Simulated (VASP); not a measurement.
# Ni(111) over its thickness, part 4 of 8

Aim: follow surface energy, work function and relaxation of Ni(111) with the number of layers.

VASP 6.6.1, plane waves and PAW; the level of theory is named at each step.

Still holding for the runs below: The magnetic state follows from one typed start and may not be the lowest.

So far. Step 6 (Relaxing the slab, layers 5): The run ended after 8 ionic steps, 0.004 eV below its first step, once the forces on the free atoms met EDIFFG = -0.01. Step 7 (The vacuum level, layers 5): The vacuum level lies 5.03 eV above the Fermi level at the upper face; both faces agree, as the slab has next to no dipole.

### Step 8. Surface relaxation, layers 6

Level of this step: PBE, spin-polarised from a ferromagnetic start; plane waves and PAW (Ni) (VASP).

System of this step: Ni(111). The cell holds 6 atoms: 6 Ni. Cell: a = 2.486 Å, b = 2.486 Å, c = 25.150 Å, α = 90.0°, β = 90.0°, γ = 60.0°. It derives from Ni. 6 layers of fcc Ni, cut at this functional's lattice. Vacuum lies along c.

INCAR reads:

```
SYSTEM = Ni
PREC = Normal
ENCUT = 320
EDIFF = 1E-06
NELM = 120
ISMEAR = 1
SIGMA = 0.15
LREAL = .FALSE.
ALGO = Fast
GGA = PE
NBANDS = 44
ISPIN = 2
MAGMOM = 1 1 1 1 1 1
LASPH = .TRUE.
LMAXMIX = 4
LORBIT = 11
LWAVE = .FALSE.
LCHARG = .FALSE.
KPAR = 4
IBRION = 2
NSW = 50
ISIF = 2
EDIFFG = -0.01
POTIM = 0.4
MAXMIX = 40
```

POSCAR reads:

```
Ni
1.0
    2.4861695742      0.0000000000      0.0000000000
    1.2430847871      2.1530860094      0.0000000000
    0.0000000000      0.0000000000     25.1497447847
Ni
6
Direct
    0.3333333300      0.3333333300      0.2982137600
    0.6666666700      0.6666666700      0.3789282600
    0.0000000000      0.0000000000      0.4596427500
    0.3333333300      0.3333333300      0.5403572500
    0.6666666700      0.6666666700      0.6210717400
    0.0000000000      0.0000000000      0.7017862400
```

KPOINTS reads:

```
Automatic mesh
0
Gamma
15 15 1
0 0 0
```

PAW data sets: Ni (PBE family, release 64).

Run with:

```console
$ mpirun -np 4 vasp_std
```

The log of the run:

```text
[banner, memory and clock lines left out]
running    4 mpi-ranks, on    1 nodes
[...]
LDA part: xc-table for (Slater+PW92), standard interpolation
 POSCAR, INCAR and KPOINTS ok, starting setup
[...]
entering main loop
       N       E                     dE             d eps       ncg     rms          rms(c)
DAV:   1     0.362706057286E+03    0.36271E+03   -0.20649E+04  4760   0.117E+03
DAV:   2    -0.905667519527E+01   -0.37176E+03   -0.35020E+03  4776   0.286E+02
DAV:   3    -0.369621796802E+02   -0.27906E+02   -0.26271E+02  5084   0.106E+02
DAV:   4    -0.373816210671E+02   -0.41944E+00   -0.41882E+00  5232   0.148E+01
[...]
RMM:  35    -0.315912142592E+02   -0.71230E-05   -0.42729E-07  2915   0.396E-03    0.223E-03
RMM:  36    -0.315912155088E+02   -0.12497E-05   -0.83369E-08  2734   0.199E-03    0.163E-03
RMM:  37    -0.315912159620E+02   -0.45319E-06   -0.18515E-08  1842   0.111E-03
   1 F= -.31591216E+02 E0= -.31589867E+02  d E =-.315912E+02  mag=     3.9352
[... from here on, the cycles between the ionic steps are left out ...]
   2 F= -.31593750E+02 E0= -.31592435E+02  d E =-.253453E-02  mag=     3.9399
   3 F= -.31594992E+02 E0= -.31593730E+02  d E =-.377592E-02  mag=     3.9457
   4 F= -.31595006E+02 E0= -.31593750E+02  d E =-.378972E-02  mag=     3.9463
   5 F= -.31595157E+02 E0= -.31593921E+02  d E =-.151384E-03  mag=     3.9453
   6 F= -.31595185E+02 E0= -.31593961E+02  d E =-.179410E-03  mag=     3.9447
   7 F= -.31595184E+02 E0= -.31593957E+02  d E =-.178121E-03  mag=     3.9448
   8 F= -.31595185E+02 E0= -.31593960E+02  d E =-.179325E-03  mag=     3.9448
   9 F= -.31595213E+02 E0= -.31593991E+02  d E =-.279051E-04  mag=     3.9454
  10 F= -.31595327E+02 E0= -.31594110E+02  d E =-.141604E-03  mag=     3.9451
[...]
reached required accuracy - stopping structural energy minimisation
```

It took 3.6 min on 4 MPI ranks of Intel Xeon Platinum 8488C (Sapphire Rapids), shared host; peak memory 0.92 GiB; 14 min of CPU time.

From OUTCAR (step 8):

```text
  Total       -1.4125927     -1.4125927     -0.2616766      0.0000000      0.0000000      0.0000000
  in kB      -16.8113212    -16.8113212     -3.1142231      0.0000000      0.0000000      0.0000000
  external PRESSURE =     -12.2456219 kB  Pullay stress =       0.0000000 kB

 POSITION                                       TOTAL-FORCE (eV/Angst)
 -----------------------------------------------------------------------------------
      1.24308      0.71770      7.51803        -0.000000     -0.000000      0.008390
      2.48617      1.43539      9.52137         0.000000     -0.000000      0.007405
      0.00000      0.00000     11.55462        -0.000000      0.000000      0.006009
      1.24308      0.71770     13.59513         0.000000     -0.000000     -0.006009
      2.48617      1.43539     15.62837         0.000000      0.000000     -0.007405
      1.24308      2.15309     17.63172         0.000000      0.000000     -0.008390
 -----------------------------------------------------------------------------------
    total drift:                                0.000000      0.000000      0.000002

  FREE ENERGIE OF THE ION-ELECTRON SYSTEM (eV)
  ---------------------------------------------------
  free  energy   TOTEN  =       -31.5953266095 eV

  energy  without entropy=      -31.5916758729  energy(sigma->0) =      -31.59410970

 magnetization (x)
# of ion       s       p       d       tot
------------------------------------------
    1       -0.005  -0.025   0.713   0.683
    2       -0.007  -0.027   0.722   0.688
    3       -0.007  -0.028   0.684   0.649
    4       -0.007  -0.028   0.684   0.649
    5       -0.007  -0.027   0.722   0.688
    6       -0.005  -0.025   0.713   0.683
--------------------------------------------------
tot         -0.039  -0.159   4.237   4.039

[... 1 part as in an earlier step ...]

[... 3 further parts left out ...]
[key lines of the parts left out:]
E-fermi :   2.0220
```

The steps of the relaxation:

| step | energy less that of the first step (eV) | largest force (eV/Å) |
| --- | --- | --- |
| 1 | 0.0000 | 0.1421 |
| 2 | -0.0025 | 0.0889 |
| 3 | -0.0038 | 0.0360 |
| 4 | -0.0038 | 0.0354 |
| 5 | -0.0039 | 0.0152 |
| 6 | -0.0040 | 0.0152 |
| 7 | -0.0040 | 0.0140 |
| 8 | -0.0040 | 0.0123 |
| 9 | -0.0040 | 0.0104 |
| 10 | -0.0041 | 0.0084 |

The atoms that moved most (Å):

| atom | dx | dy | dz | length |
| --- | --- | --- | --- | --- |
| Ni1 | 0.000 | 0.000 | 0.018 | 0.018 |
| Ni6 | 0.000 | 0.000 | -0.018 | 0.018 |
| Ni5 | 0.000 | 0.000 | 0.009 | 0.009 |
| Ni2 | 0.000 | 0.000 | -0.009 | 0.009 |
| Ni4 | 0.000 | 0.000 | 0.005 | 0.005 |
| Ni3 | 0.000 | 0.000 | -0.005 | 0.005 |

The relaxed structure:

```xyz
6
Lattice="2.4862 0.0000 0.0000 1.2431 2.1531 0.0000 0.0000 0.0000 25.1497" Properties=species:S:1:pos:R:3
Ni    1.2431    0.7177    7.5180
Ni    2.4862    1.4354    9.5214
Ni    0.0000    0.0000   11.5546
Ni    1.2431    0.7177   13.5951
Ni    2.4862    1.4354   15.6284
Ni    0.0000    0.0000   17.6317
```

The run ended after 10 ionic steps, 0.004 eV below its first step, once the forces on the free atoms met EDIFFG = -0.01.

### Step 9. The vacuum level, layers 6

INCAR, as its differences from that of step 8:

```diff
@@ -19,7 +19,6 @@
 KPAR = 4
-IBRION = 2
-NSW = 50
-ISIF = 2
-EDIFFG = -0.01
-POTIM = 0.4
-MAXMIX = 40
+IDIPOL = 3
+LDIPOL = .TRUE.
+DIPOL = 0.5 0.5 0.5
+LVHAR = .TRUE.
+LVACPOTAV = .TRUE.
```

POSCAR reads:

```
Ni
1.0
    2.4861695742      0.0000000000      0.0000000000
    1.2430847871      2.1530860094      0.0000000000
    0.0000000000      0.0000000000     25.1497447847
Ni
6
Direct
    0.3333333300      0.3333333300      0.2989305740
    0.6666666700      0.6666666700      0.3785873341
    0.0000000000      0.0000000000      0.4594326953
    0.3333333300      0.3333333300      0.5405673047
    0.6666666700      0.6666666700      0.6214126659
    0.0000000000      0.0000000000      0.7010694260
```

KPOINTS is that of step 8.

Run with:

```console
$ mpirun -np 4 vasp_std
```

The log of the run:

```text
[... set-up lines as in an earlier step ...]
 entering main loop
       N       E                     dE             d eps       ncg     rms          rms(c)
DAV:   1     0.363209300245E+03    0.36321E+03   -0.20657E+04  4752   0.117E+03
DAV:   2    -0.902234035319E+01   -0.37223E+03   -0.35078E+03  4772   0.286E+02
DAV:   3    -0.369617537286E+02   -0.27939E+02   -0.26284E+02  5080   0.106E+02
DAV:   4    -0.373808909152E+02   -0.41914E+00   -0.41852E+00  5184   0.148E+01
[...]
RMM:  37    -0.315953254151E+02   -0.47229E-05   -0.28701E-07  3567   0.352E-03    0.191E-03
RMM:  38    -0.315953266614E+02   -0.12463E-05   -0.13807E-07  3507   0.264E-03    0.115E-03
RMM:  39    -0.315953268725E+02   -0.21109E-06   -0.38336E-08  3139   0.163E-03
 [... a notice as in an earlier step ...]

   1 F= -.31595327E+02 E0= -.31594110E+02  d E =-.365177E-02  mag=     3.9451
```

It took 96 s on 4 MPI ranks; peak memory 0.91 GiB.

OUTCAR, selected parts (step 9):

```text
  Total       -1.4168689     -1.4168689     -0.2655565      0.0000000      0.0000000      0.0000000
  in kB      -16.8622118    -16.8622118     -3.1603976      0.0000000      0.0000000      0.0000000
  external PRESSURE =     -12.2949404 kB  Pullay stress =       0.0000000 kB

 POSITION                                       TOTAL-FORCE (eV/Angst)
 -----------------------------------------------------------------------------------
      1.24308      0.71770      7.51803        -0.000000      0.000000      0.008625
      2.48617      1.43539      9.52137        -0.000000      0.000000      0.007306
      0.00000      0.00000     11.55462        -0.000000      0.000000      0.006081
      1.24308      0.71770     13.59513        -0.000000     -0.000000     -0.006081
      2.48617      1.43539     15.62837         0.000000     -0.000000     -0.007306
      0.00000      0.00000     17.63172         0.000000     -0.000000     -0.008625
 -----------------------------------------------------------------------------------
    total drift:                                0.000000      0.000000      0.000002

  FREE ENERGIE OF THE ION-ELECTRON SYSTEM (eV)
  ---------------------------------------------------
  free  energy   TOTEN  =       -31.5953268725 eV

  energy  without entropy=      -31.5916751016  energy(sigma->0) =      -31.59410962

[... 3 parts as in an earlier step ...]

[... 1 further part left out ...]
[key lines of the parts left out:]
E-fermi :   2.0219
```

The planar average of the electrostatic potential oscillates, so the rows of the table below give means over windows of 2.02 Å about each position, cut where the curve ends. Its maxima inside the range that stand out by 2 % of the span (Å: eV): 8.5: -0.364, 10.6: -0.223, 12.6: -0.146, 14.6: -0.223, 16.6: -0.364. Its minima: 7.5: -20.8, 9.5: -20.9, 11.6: -20.9, 13.6: -20.9, 15.6: -20.9, 17.6: -20.8.

Zero at the Fermi level. The planar average of the electrostatic potential by height; means over each step:

| height (Å) | planar average of the electrostatic potential (eV) |
| --- | --- |
| 1.01 | 5.03 |
| 3.03 | 5.03 |
| 5.05 | 4.83 |
| 7.07 | -7.99 |
| 9.09 | -9.56 |
| 11.11 | -9.43 |
| 13.13 | -9.38 |
| 15.15 | -9.45 |
| 17.17 | -9.46 |
| 19.19 | 2.88 |
| 21.21 | 5.02 |
| 23.23 | 5.03 |

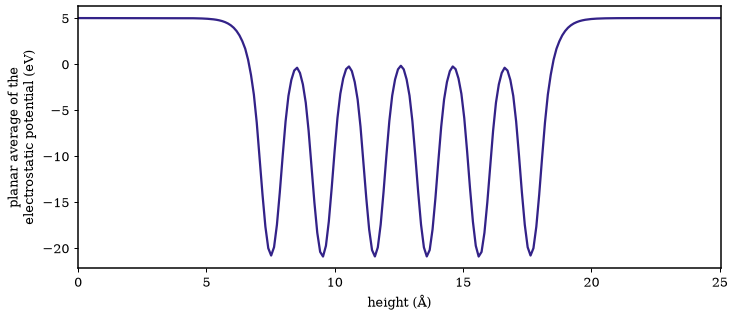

Planar average of the electrostatic potential against height.

The vacuum level lies 5.03 eV above the Fermi level at the upper face; both faces agree, as the slab has next to no dipole.

The program found no field-free point at its default tolerance, and its printed vacuum level lies off the flat part of the planar average, by -0.01 eV at the upper face; the levels here are read from the flat part.

### Step 10. Surface relaxation, layers 7

System of this step: Ni(111). The cell holds 7 atoms: 7 Ni. Its edges and angles: a = 2.486 Å, b = 2.486 Å, c = 27.180 Å, α = 90.0°, β = 90.0°, γ = 60.0°. It derives from Ni. 7 layers of fcc Ni, cut at this functional's lattice. Vacuum lies along c.

INCAR reads:

```
SYSTEM = Ni
PREC = Normal
ENCUT = 320
EDIFF = 1E-06
NELM = 120
ISMEAR = 1
SIGMA = 0.15
LREAL = .FALSE.
ALGO = Fast
GGA = PE
NBANDS = 51
ISPIN = 2
MAGMOM = 1 1 1 1 1 1 1
LASPH = .TRUE.
LMAXMIX = 4
LORBIT = 11
LWAVE = .FALSE.
LCHARG = .FALSE.
KPAR = 4
IBRION = 2
NSW = 50
ISIF = 2
EDIFFG = -0.01
POTIM = 0.4
MAXMIX = 40
```

POSCAR reads:

```
Ni
1.0
    2.4861695742      0.0000000000      0.0000000000
    1.2430847871      2.1530860094      0.0000000000
    0.0000000000      0.0000000000     27.1796937417
Ni
7
Direct
    0.0000000000      0.0000000000      0.2759413000
    0.3333333300      0.3333333300      0.3506275300
    0.6666666700      0.6666666700      0.4253137700
    0.0000000000      0.0000000000      0.5000000000
    0.3333333300      0.3333333300      0.5746862300
    0.6666666700      0.6666666700      0.6493724700
    0.0000000000      0.0000000000      0.7240587000
```

KPOINTS is that of step 9.

Run with:

```console
$ mpirun -np 4 vasp_std
```

The log of the run:

```text
[banner, memory and clock lines left out]
running    4 mpi-ranks, on    1 nodes
[...]
LDA part: xc-table for (Slater+PW92), standard interpolation
 POSCAR, INCAR and KPOINTS ok, starting setup
[...]
entering main loop
       N       E                     dE             d eps       ncg     rms          rms(c)
DAV:   1     0.434407967797E+03    0.43441E+03   -0.23713E+04  5540   0.119E+03
DAV:   2    -0.720953187252E+01   -0.44162E+03   -0.41687E+03  5511   0.293E+02
DAV:   3    -0.432586680156E+02   -0.36049E+02   -0.33605E+02  5902   0.112E+02
DAV:   4    -0.438783453560E+02   -0.61968E+00   -0.61839E+00  5965   0.167E+01
[...]
RMM:  41    -0.370845427015E+02   -0.20102E-05   -0.86879E-08  3171   0.190E-03    0.303E-03
RMM:  42    -0.370845439876E+02   -0.12861E-05   -0.79823E-08  3171   0.185E-03    0.159E-03
RMM:  43    -0.370845446042E+02   -0.61668E-06   -0.66063E-08  2933   0.187E-03
   1 F= -.37084545E+02 E0= -.37083436E+02  d E =-.370845E+02  mag=     4.6456
[... from here on, the cycles between the ionic steps are left out ...]
   2 F= -.37087302E+02 E0= -.37086272E+02  d E =-.275784E-02  mag=     4.6459
   3 F= -.37088688E+02 E0= -.37087767E+02  d E =-.414345E-02  mag=     4.6464
   4 F= -.37088696E+02 E0= -.37087783E+02  d E =-.415186E-02  mag=     4.6465
   5 F= -.37089039E+02 E0= -.37088168E+02  d E =-.342505E-03  mag=     4.6463
   6 F= -.37089158E+02 E0= -.37088333E+02  d E =-.462011E-03  mag=     4.6463
   7 F= -.37089158E+02 E0= -.37088329E+02  d E =-.461432E-03  mag=     4.6463
   8 F= -.37089159E+02 E0= -.37088331E+02  d E =-.462055E-03  mag=     4.6463
   9 F= -.37089210E+02 E0= -.37088385E+02  d E =-.510570E-04  mag=     4.6463
  10 F= -.37089339E+02 E0= -.37088523E+02  d E =-.180242E-03  mag=     4.6461
[...]
reached required accuracy - stopping structural energy minimisation
```

It took 4.4 min on 4 MPI ranks; peak memory 1 GiB; 18 min of CPU time.

Parts of OUTCAR (step 10):

```text
  Total       -1.3326478     -1.3326478     -0.1473310      0.0000000      0.0000000     -0.0000000
  in kB      -14.6753776    -14.6753776     -1.6224379      0.0000000      0.0000000     -0.0000000
  external PRESSURE =     -10.3243977 kB  Pullay stress =       0.0000000 kB

 POSITION                                       TOTAL-FORCE (eV/Angst)
 -----------------------------------------------------------------------------------
      1.24308      2.15309      7.52203         0.000000     -0.000000      0.006535
      1.24308      0.71770      9.52374        -0.000000      0.000000      0.007635
      2.48617      1.43539     11.55334        -0.000000     -0.000000      0.008496
      1.24308      2.15309     13.58985         0.000000     -0.000000      0.000000
      1.24308      0.71770     15.62636         0.000000     -0.000000     -0.008496
      2.48617      1.43539     17.65595        -0.000000     -0.000000     -0.007635
      0.00000      0.00000     19.65766        -0.000000     -0.000000     -0.006535
 -----------------------------------------------------------------------------------
    total drift:                                0.000000      0.000000      0.000000

  FREE ENERGIE OF THE ION-ELECTRON SYSTEM (eV)
  ---------------------------------------------------
  free  energy   TOTEN  =       -37.0893387569 eV

  energy  without entropy=      -37.0868927179  energy(sigma->0) =      -37.08852341

 magnetization (x)
# of ion       s       p       d       tot
------------------------------------------
    1       -0.005  -0.024   0.731   0.703
    2       -0.007  -0.026   0.730   0.697
    3       -0.006  -0.026   0.683   0.651
    4       -0.007  -0.026   0.678   0.645
    5       -0.006  -0.026   0.683   0.651
    6       -0.007  -0.026   0.730   0.697
    7       -0.005  -0.024   0.731   0.703
--------------------------------------------------
tot         -0.042  -0.179   4.967   4.746

[... 1 part as in an earlier step ...]

[... 3 further parts left out ...]
[key lines of the parts left out:]
E-fermi :   2.5766
```

Step by step:

| step | energy less that of the first step (eV) | largest force (eV/Å) |
| --- | --- | --- |
| 1 | 0.0000 | 0.1617 |
| 2 | -0.0028 | 0.1041 |
| 3 | -0.0041 | 0.0501 |
| 4 | -0.0042 | 0.0505 |
| 5 | -0.0045 | 0.0253 |
| 6 | -0.0046 | 0.0161 |
| 7 | -0.0046 | 0.0136 |
| 8 | -0.0046 | 0.0142 |
| 9 | -0.0047 | 0.0122 |
| 10 | -0.0048 | 0.0085 |

The atoms that moved most (Å):

| atom | dx | dy | dz | length |
| --- | --- | --- | --- | --- |
| Ni7 | 0.000 | 0.000 | -0.022 | 0.022 |
| Ni1 | 0.000 | 0.000 | 0.022 | 0.022 |
| Ni5 | 0.000 | 0.000 | 0.007 | 0.007 |
| Ni3 | 0.000 | 0.000 | -0.007 | 0.007 |
| Ni6 | 0.000 | 0.000 | 0.006 | 0.006 |
| Ni2 | 0.000 | 0.000 | -0.006 | 0.006 |

The relaxed structure:

```
Ni
1.0
     2.48617    0.00000    0.00000
     1.24308    2.15309    0.00000
     0.00000    0.00000   27.17969
Ni
7
Cartesian
  0.0000 0.0000 7.5220
  1.2431 0.7177 9.5237
  2.4862 1.4354 11.5533
  0.0000 0.0000 13.5898
  1.2431 0.7177 15.6264
  2.4862 1.4354 17.6560
  0.0000 0.0000 19.6577
```

The run ended after 10 ionic steps, 0.005 eV below its first step, once the forces on the free atoms met EDIFFG = -0.01.

### Step 11. The vacuum level, layers 7

INCAR, as its differences from that of step 10:

```diff
@@ -19,7 +19,6 @@
 KPAR = 4
-IBRION = 2
-NSW = 50
-ISIF = 2
-EDIFFG = -0.01
-POTIM = 0.4
-MAXMIX = 40
+IDIPOL = 3
+LDIPOL = .TRUE.
+DIPOL = 0.5 0.5 0.5
+LVHAR = .TRUE.
+LVACPOTAV = .TRUE.
```

POSCAR reads:

```
Ni
1.0
    2.4861695742      0.0000000000      0.0000000000
    1.2430847871      2.1530860094      0.0000000000
    0.0000000000      0.0000000000     27.1796937417
Ni
7
Direct
    0.0000000000      0.0000000000      0.2767519091
    0.3333333300      0.3333333300      0.3503992240
    0.6666666700      0.6666666700      0.4250724299
    0.0000000000      0.0000000000      0.5000000000
    0.3333333300      0.3333333300      0.5749275701
    0.6666666700      0.6666666700      0.6496007760
    0.0000000000      0.0000000000      0.7232480909
```

KPOINTS is that of step 10.

Run with:

```console
$ mpirun -np 4 vasp_std
```

The log of the run:

```text
[... set-up lines as in an earlier step ...]
 entering main loop
       N       E                     dE             d eps       ncg     rms          rms(c)
DAV:   1     0.434557417492E+03    0.43456E+03   -0.23735E+04  5556   0.119E+03
DAV:   2    -0.717299239715E+01   -0.44173E+03   -0.41692E+03  5511   0.293E+02
DAV:   3    -0.432644425971E+02   -0.36091E+02   -0.33670E+02  5900   0.112E+02
DAV:   4    -0.438772657125E+02   -0.61282E+00   -0.61159E+00  5954   0.167E+01
[...]
RMM:  41    -0.370893378276E+02   -0.26512E-05   -0.77049E-08  3884   0.182E-03    0.474E-03
RMM:  42    -0.370893388549E+02   -0.10273E-05   -0.80607E-08  3894   0.199E-03    0.314E-03
RMM:  43    -0.370893392621E+02   -0.40717E-06   -0.31713E-08  3327   0.130E-03
 [... a notice as in an earlier step ...]

   1 F= -.37089339E+02 E0= -.37088527E+02  d E =-.243669E-02  mag=     4.6460
```

The job ended after 1.8 min (4 MPI ranks; peak memory 1 GiB; 6.9 min of CPU time).

OUTCAR, selected parts (step 11):

```text
  Total       -1.3470878     -1.3470878     -0.1585265     -0.0000000     -0.0000000      0.0000000
  in kB      -14.8343941    -14.8343941     -1.7457247     -0.0000000     -0.0000000      0.0000000
  external PRESSURE =     -10.4715043 kB  Pullay stress =       0.0000000 kB

 POSITION                                       TOTAL-FORCE (eV/Angst)
 -----------------------------------------------------------------------------------
      0.00000      0.00000      7.52203        -0.000000      0.000000      0.007236
      1.24308      0.71770      9.52374         0.000000      0.000000      0.008451
      2.48617      1.43539     11.55334        -0.000000     -0.000000      0.009177
      0.00000      0.00000     13.58985        -0.000000     -0.000000      0.000000
      1.24308      0.71770     15.62636         0.000000     -0.000000     -0.009177
      2.48617      1.43539     17.65595        -0.000000     -0.000000     -0.008451
      0.00000      0.00000     19.65766         0.000000     -0.000000     -0.007236
 -----------------------------------------------------------------------------------
    total drift:                                0.000000      0.000000      0.000000

  FREE ENERGIE OF THE ION-ELECTRON SYSTEM (eV)
  ---------------------------------------------------
  free  energy   TOTEN  =       -37.0893392621 eV

  energy  without entropy=      -37.0869025753  energy(sigma->0) =      -37.08852703

 magnetization (x)
# of ion       s       p       d       tot
------------------------------------------
    1       -0.005  -0.024   0.731   0.703
    2       -0.007  -0.026   0.730   0.697
    3       -0.006  -0.026   0.684   0.651
    4       -0.007  -0.026   0.678   0.645
    5       -0.006  -0.026   0.684   0.651
    6       -0.007  -0.026   0.730   0.697
    7       -0.005  -0.024   0.731   0.703
--------------------------------------------------
tot         -0.042  -0.179   4.967   4.746

[... 2 parts as in an earlier step ...]

[... 1 further part left out ...]
[key lines of the parts left out:]
E-fermi :   2.5758
```

The vacuum level lies 5.02 eV above the Fermi level at the upper face; both faces agree, as the slab has next to no dipole.

The program found no field-free point at its default tolerance, but its printed level agrees with the flat part of the planar average.

[end of part 4 of 8]

[Lines on the potential files, build, host, timing and source positions are cut from VASP's logs without a mark.]

[Logs are printed without paths, hosts, clocks, repeated set-up lines and the standing remarks that a program may print on its own settings, such as how far it seeks lower states.]

[Hosts, paths, dates, database ids (printed as entryN), source tags and the programs' standing remarks are cut or masked in the printed files.]

[Runs that stopped without an error message from VASP are left out.]
